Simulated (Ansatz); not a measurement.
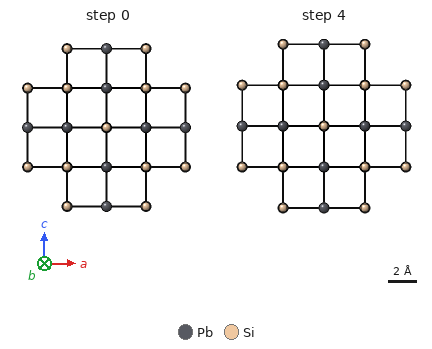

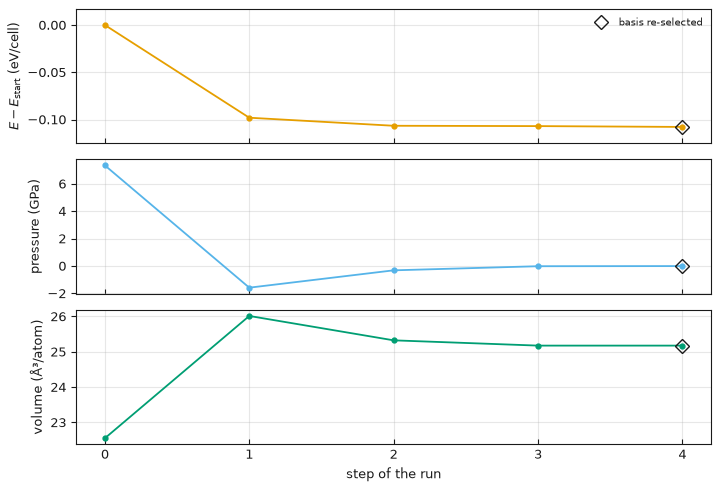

First and last geometry of a relaxation of solid SiPb (a generated structure, set up in Fm-3m), with the history of the run. The picture is a ball-and-stick view of the conventional cell (4 times the calculation's cell), seen along the b axis. Lengths and directions refer to the drawn axes.

Case: cell and atoms relaxed from a first guess.

These are results of Ansatz 0.2.0, DFT, PBE, PAW with Ansatz's default frozen-core files, scalar-relativistic, not measurements. Set-up: plane-wave cutoff 420 eV; k-point mesh 13 × 13 × 13; occupations fermi dirac; smearing width 0.05 eV; no spin polarisation; cell and atoms relaxed; force threshold 0.005 eV/Å; at most 80 steps.

Q: Did the run converge, and what did it change?

A: It converged. The energy falls by 0.108 eV per cell of the calculation in 3 accepted moves (4 points after the start). All forces vanish by symmetry, so only the cell relaxes. The pressure goes from 7.34 to −0.01 GPa. The SCF was repeated once at an unchanged geometry on a basis and grid sized afresh for the cell, which shifted the energy by 0.9 meV per cell of the calculation at most. No atom moves by more than 0.005 Å relative to the cell. Cell: a = b = c 5.651 → 5.862 Å (+3.7 %). Volume +11.6 %. Near-neighbour distances that change, for instance: Pb–Si 2.825 → 2.931 Å. The space group stays Fm-3m (No. 225). The run took roughly 10 core-seconds on a shared host.

| step | E − E(0), meV/atom | pressure, GPa | volume, Å³/atom | note |
| --- | --- | --- | --- | --- |
| 0 | 0.00 | 7.34 | 22.552 |  |
| 1 | -49.05 | -1.58 | 26.013 |  |
| 2 | -53.31 | -0.32 | 25.323 |  |
| 3 | -53.49 | -0.02 | 25.174 |  |
| 4 | -53.93 | -0.01 | 25.174 | same geometry, new basis |
